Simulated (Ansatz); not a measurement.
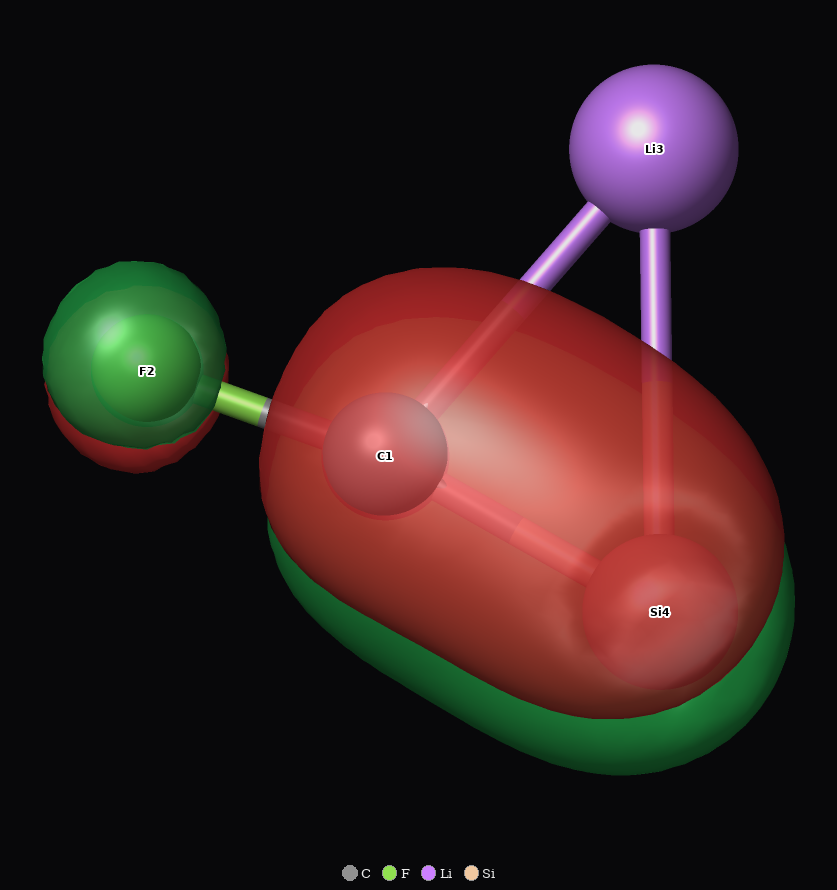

Figure 1: CFLiSi. One frontier orbital at ±0.15 Å⁻³ᐟ² (green and red are the two phases), seen at an oblique angle.

Geometry: r2SCAN-D4/def2-TZVP.

Theory: Ansatz, isolated molecule in a Gaussian basis; Kohn-Sham density functional theory, functional PBE0.

> Which orbital is it: HOMO or LUMO?

The HOMO, at −5.55 eV. Its weight (Hirshfeld) is mainly on Si4 (about 40 %), C1 (about 40 %) and F2 (about 10 %); it changes sign across the molecular plane (π type); π-bonding across C1–Si4.
